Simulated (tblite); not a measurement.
## C₂H₅FGeO: geometry relaxation (part 4 of 4)

Continued. System: C₂H₅FGeO, SMILES C[C](=O)[GeH2][F]. Method: GFN2-xTB geometry optimisation, gas phase (tblite 0.8.0). It belongs to a series of runs on one base structure; here: H on Ge replaced by F.

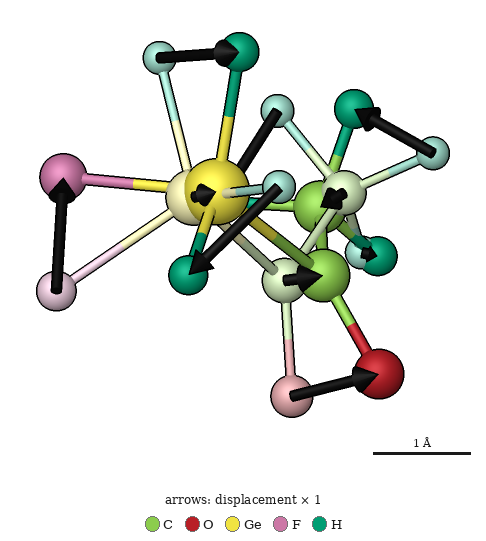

**Figure 1.** Start (faint) and end (solid) with the displacements as black arrows, at true length (ball-and-stick view, seen at a tilt). The two geometries are laid on each other by the best rigid fit. The atom that moves furthest after the best rigid fit is F5 (1.46 Å). By element the largest moves are F 1.46 Å, H 1.32 Å, O 1.02 Å, C 0.43 Å, Ge 0.29 Å. Among the contacts that change: C2–Ge4 1.943 → 2.042 Å, Ge4–H10 1.555 → 1.509 Å, Ge4–H9 1.551 → 1.519 Å, C1–H7 1.119 → 1.091 Å. Among the angles that change: F5–Ge4–H9 112.0° → 99.4°, C2–Ge4–H9 108.8° → 120.0°, F5–Ge4–H10 112.3° → 102.2°. Over 107 geometry steps the energy falls by 0.366 eV. Largest force component: 0.95 eV/Å at the start, 0.006 eV/Å at the end. (Atoms are counted from 1 in the order of the input.)

This output came from the following input.

**Input**
```
{"job": {"kind": "relax", "xc": "GFN2-xTB", "basis": "xTB"}, "charge": 0, "multiplicity": 1}
C     -1.457000    -0.063700     0.101300
C     -0.204300     0.721600     0.165100
O     -0.154400     1.900200     0.414900
Ge     1.428700    -0.284200    -0.144900
F      2.438700     0.770900    -1.110900
H     -1.548300    -0.638000     1.044500
H     -1.411100    -0.792000    -0.746500
H     -2.270600     0.679700    -0.039700
H      1.074100    -1.594000    -0.895300
H      2.113100    -0.695900     1.188900
```

The first line tells a small driver script what to run in tblite; the rest is the geometry in Å.

Run as:
```bash
OMP_NUM_THREADS=1 python <driver script> task.json out
```

**Results in brief**

```csv
quantity,value
outcome,converged
total energy,−478.1190 eV
hardware,"1 CPU thread, shared host"
peak memory,0.16 GiB
```
